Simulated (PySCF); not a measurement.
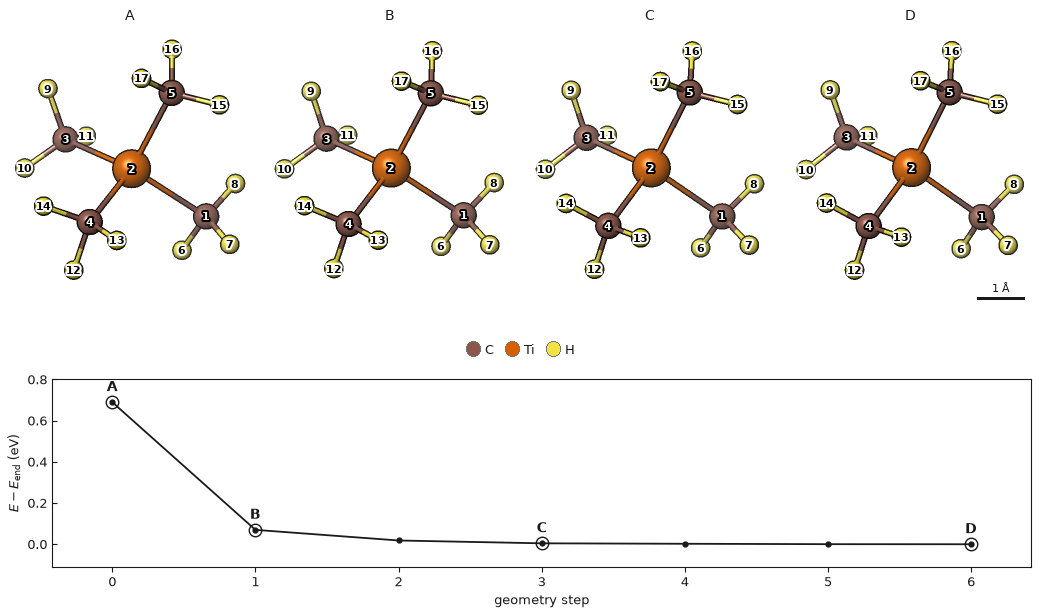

Frames of a relaxation of C₄H₁₂Ti, marked on the history of the run. The picture is a ball-and-stick view, seen face on.

The start comes from GFN2-xTB. Its atoms were then displaced at random by about 0.03 Å.

Method: PySCF, PBE0-D3(BJ)/def2-SVP geometry optimisation, gas phase. 

> Describe the path.

H13 moves most after the best rigid fit: 0.12 Å. Largest moves by element: H 0.12 Å, C 0.10 Å, Ti 0.02 Å. Among the contacts that change: C1–H6 1.194 → 1.104 Å, Ti2–C4 1.986 → 2.057 Å, C4–H12 1.165 → 1.104 Å, C1–H7 1.044 → 1.104 Å. Among the angles between lasting bonds that change: H12–C4–H13 97.0° → 109.0°, H12–C4–H14 99.2° → 109.0°, Ti2–C4–H13 119.1° → 109.8°. Over 6 geometry steps the energy falls by 0.690 eV. From step 0 to 1: H6 moves most (0.10 Å), energy −0.620 eV. From step 1 to 3: H13 moves most (0.07 Å), energy −0.065 eV. From step 3 to 6: H13 moves most (0.03 Å), energy −0.004 eV.
